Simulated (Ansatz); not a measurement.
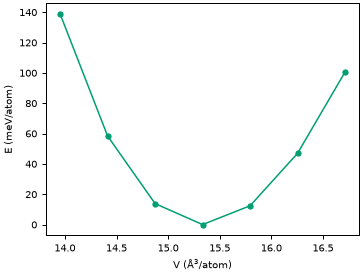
Fig. 1. Mo₃Os (A15 (Cr3Si type), space group No. 223) under volume change, plane-wave PAW r²SCAN (Ansatz code), scaled uniformly.

Question: What does a third-order Birch–Murnaghan fit give for V₀, B₀ and B′?

Answer: V₀ = 15.33 Å³/atom, B₀ = 303 GPa, B′ = 4.4.

Space group Pm-3n (A15 (Cr3Si type)). The first step of the workflow began from a Materials Project structure, measured or hypothetical; the Crystallography Open Database files this formula in space group No. 223, but the cells were not matched. Whether it is the stable phase at ambient conditions was not checked. The cell was relaxed with r²SCAN under the symmetry of its start; its stability against distortions is not shown here. The run is not spin-polarised. Scalar-relativistic: spin–orbit coupling is off unless named, which matters more the heavier the elements.

Potentials: the later of the program's two PAW sets.
